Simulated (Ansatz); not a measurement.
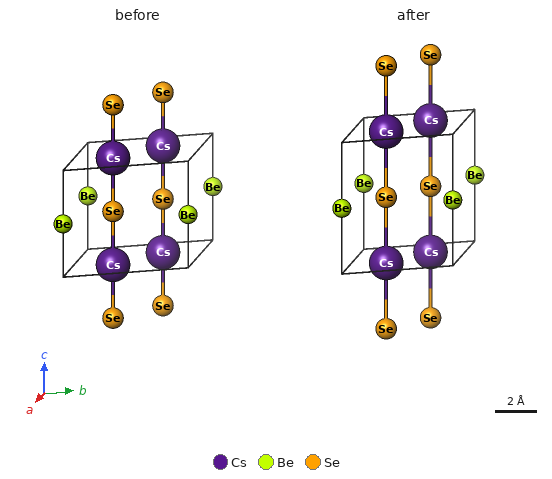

The structure of crystalline Cs2BeSe2 (a generated structure, set up in P6/mmm) (coarse preliminary run) before (left) and after (right) a relaxation, at one scale.

Style: ball-and-stick. Shown: the cell of the calculation, slightly off an axis.

Theory: Ansatz, DFT PBE, scalar-relativistic, plane waves, PAW.

The input:
```yaml
crystal:
  lattice:
    - [6.53620524, 0.0, 0.0]
    - [-3.26810262, 5.66051978, 0.0]
    - [0.0, 0.0, 5.39189059]
  atoms:
    - { symbol: Cs, position: [0.33333333, 0.66666667, 0.0] }
    - { symbol: Cs, position: [0.66666667, 0.33333333, 0.0] }
    - { symbol: Be, position: [0.0, 0.0, 0.5] }
    - { symbol: Se, position: [0.33333333, 0.66666667, 0.5] }
    - { symbol: Se, position: [0.66666667, 0.33333333, 0.5] }
basis:
  ecutwfc: 420
kpoints:
  mp_grid: { grid: [3, 3, 4] }
hamiltonian:
  xc: pbe
scf:
  occupations: { method: gaussian, width: 0.1 }
  lower_state_search: "off"
output:
  forces: true
  stress: true
  eigenvalues: true
relax:
  adjacent_minimum: "off"
  f_tol: 0.04
  max_steps: 70
  cell: { stress_tol: 0.4 }
```

Launched with:
```bash
ansatz run input.yaml --threads 1 --pin off --max-ram 2048MiB --backend cpu --events-out ev --progress --plain --runs-dir out
```

Summarise the run.

Answer. No atom moves by more than 0.005 Å relative to the cell. Cell: a = b 6.536 → 5.800 Å (−11.3 %), c 5.392 → 6.649 Å (+23.3 %). Volume −2.9 %. Some distances before and after: Cs1–Se4 2.696 → 3.325 Å, Se4–Se5 3.774 → 3.349 Å, Cs1–Cs2 3.774 → 3.349 Å. The space group stays P6/mmm (No. 191). Over 9 accepted moves (10 points after the start) the energy falls by 557 meV per atom. All forces vanish by symmetry, so only the cell relaxes. The pressure goes from 7.69 to 0.07 GPa. At 1 point the geometry stayed and the basis and grid were re-selected for the new cell (energy shift of 2.5 meV per atom at most each time). Cost: 32 s on 1 thread of Intel(R) Xeon(R) Platinum 8559C (Emerald Rapids) (shared host), peak memory 0.52 GiB.
